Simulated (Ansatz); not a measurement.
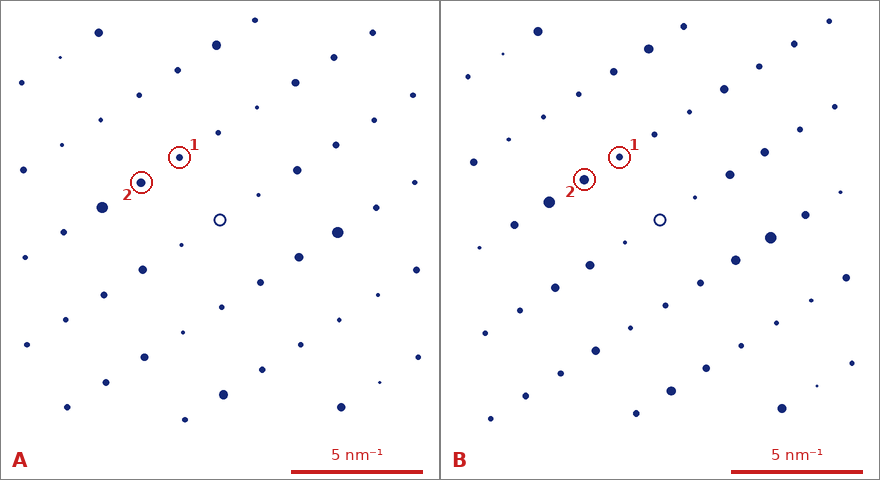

Kinematic electron diffraction patterns (120 kV, B = 0.5 Å², same scale) along [100] of the run's own cell, for the start and the end of one relaxation of Co3Br2 with DFT PBE, scalar-relativistic, plane waves, PAW (Ansatz 0.2.0). k mesh 12×12×6. The start is a generated model structure, and the relaxation ends in the nearest stationary point of its symmetry, not necessarily the ground state. Spot 1 is 0 -1 0 and spot 2 is 0 -1 -1 in both.

Start structure:

```yaml
crystal:
  lattice:
    - [4.01813, 0.00000, 0.00000]
    - [-2.00906, 3.47980, 0.00000]
    - [0.00000, 0.00000, 6.25156]
  atoms:
    - { symbol: Co, position: [0.00000, 0.00000, 0.00000] }
    - { symbol: Co, position: [0.33333, 0.66667, 0.64500] }
    - { symbol: Co, position: [0.66667, 0.33333, 0.35500] }
    - { symbol: Br, position: [0.33333, 0.66667, 0.24500] }
    - { symbol: Br, position: [0.66667, 0.33333, 0.75500] }
```

Which pattern belongs to the start structure, and which to the relaxed one?

Answer. B is the start: its cell gives d(1) = 3.480 Å, d(2) = 3.041 Å and an angle of 29.1°. A is the relaxed structure, with d(1) = 3.503 Å (+0.7 %), d(2) = 2.979 Å (-2.0 %) and 31.7°.

Name reflections whose intensity changes strongly on relaxation.

Answer. 0 1 3 goes from 22 to 8.8 % of the strongest spot; 0 0 3 goes from 30 to 13 % of the strongest spot.

Summarise the relaxation behind the change.

Answer. The volume changed by -8.2 % to 16.05 Å³ an atom; with the mean shift removed, the atoms moved by up to 0.09 Å relative to the cell (Br most); the space group stayed P-3m1 (No. 164); the free energy fell by 43 meV an atom. Relaxed cell: a = 4.045 Å, b = 4.045 Å, c = 5.665 Å, α = 90.00°, β = 90.00°, γ = 120.00°.
